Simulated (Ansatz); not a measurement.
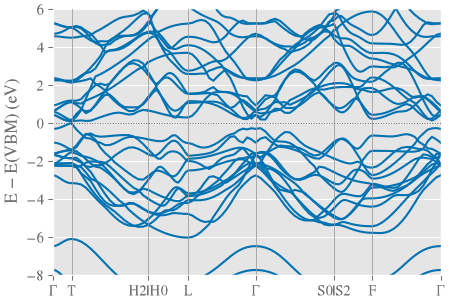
Band structure from DFT-PBE+D3(BJ) in the program Ansatz with PAW potentials

The gap is 0.09 eV; an edge lies off the plotted path or next to a special point (maximum at T, minimum off the standard path).

The material is GeSb2Te4 in space group R-3m (No. 166; Ge on 3a, Sb on 6c, Te on 6c, Te on 6c).

Symmetry was held in the PBE+D3(BJ) relaxation. Spin–orbit coupling is left out wherever it is not named.

Potentials: the later of the program's two PAW sets.
